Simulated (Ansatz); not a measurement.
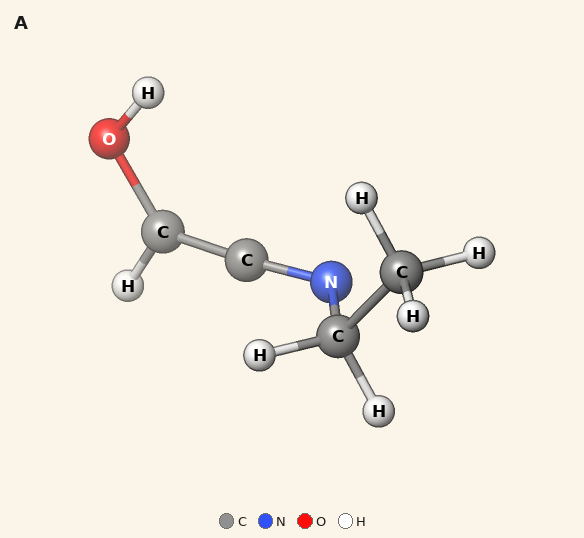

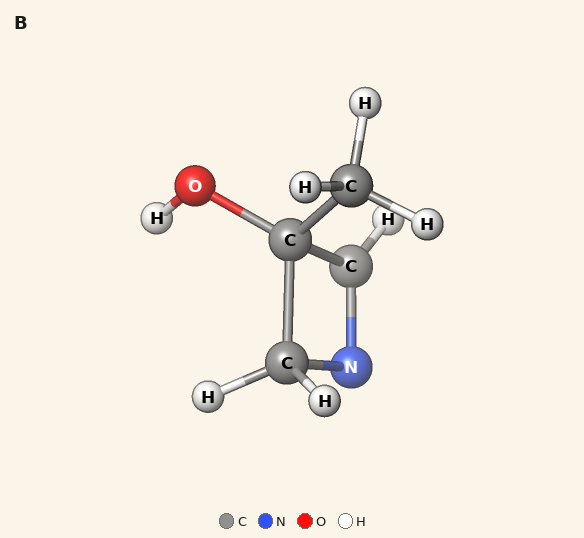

Atoms fade into the background with distance from the viewer. The geometry was computed by an optimisation with PBE-D4/def2-SVP. No frequency run is at hand to confirm it as a minimum.

**Are A and B the same structure? If not, how do they differ?**

No. They are constitutional isomers of C4H7NO: A is CCN=C=CO, B is C[C@@]1(O)C=NC1
